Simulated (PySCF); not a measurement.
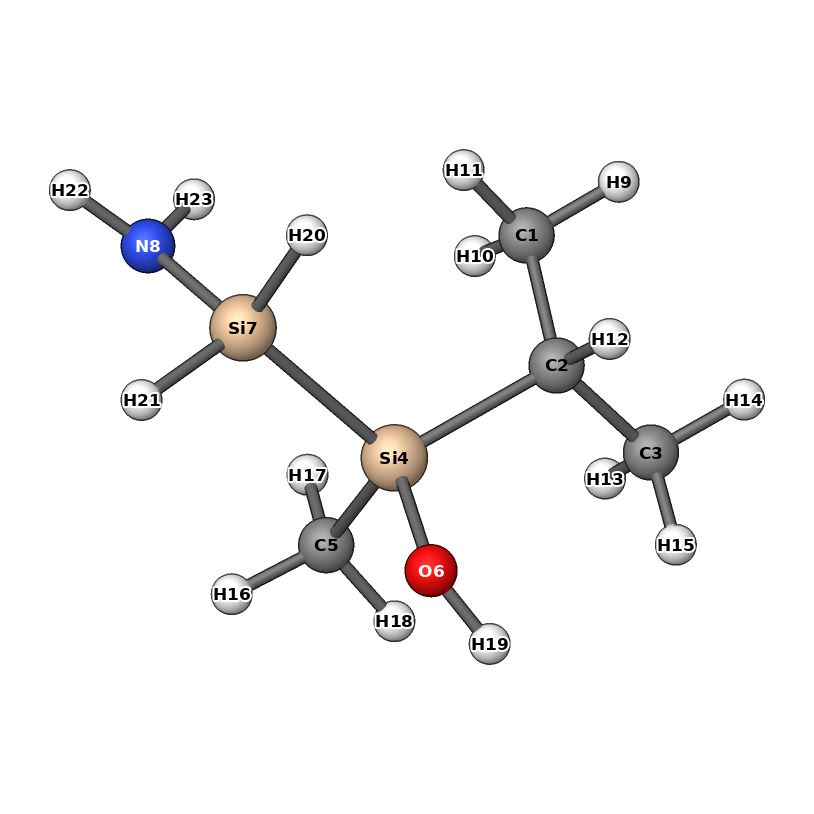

The questions are on Mulliken charges. The geometry was computed by an optimisation with GFN2-xTB. No frequency run is at hand to confirm it as a minimum. Properties computed with PBE0/pcSseg-1, gas phase (PySCF 2.14.0).

Question: Which atom carries the highest charge (most positive or least negative)?

Answer: Si4 (0.83 e).

Question: And the lowest?

Answer: C5, N8 (−0.64 e).

Give the Mulliken charges atom by atom.

```
atom  value (e)
  C1      −0.26
  C2      −0.62
  C3      −0.24
 Si4       0.83
  C5      −0.64
  O6      −0.56
 Si7       0.47
  N8      −0.64
  H9       0.12
 H10       0.11
 H11       0.13
 H12       0.14
 H13       0.11
 H14       0.11
 H15       0.10
 H16       0.15
 H17       0.13
 H18       0.13
 H19       0.24
 H20      −0.11
 H21      −0.09
 H22       0.19
 H23       0.19
```

Mulliken values depend strongly on the basis set and can even reverse the polarity of a bond. The geometry is semi-empirical. Around Si such bond lengths and angles can be off by a tenth of an ångström or more and by several degrees, and values that hang on the shape move with them.
